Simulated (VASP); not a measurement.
Band structure of In₄AsSb₃ (ordered alloy cell). Computed with PBE GGA, VASP's PBE PAW potentials (set 64) (plane waves; VASP).

Unless said otherwise, spin-orbit coupling is left out, though it shifts the bands of the heavy elements here.

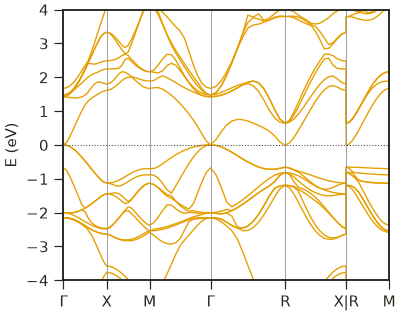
Bands along high-symmetry lines, zero at the valence-band maximum or, without a gap, the Fermi level

Task: Read the plot: is there a gap, and where are the band edges?

Result: It has no gap at this level: it comes out as a metal or semimetal. (Edges off the drawn lines would not show.)

The structure was generated: In4AsSb3 was put into an ordered model structure (P-43m), which need not be its known phase. It was relaxed first, which changed the volume by +7 %.
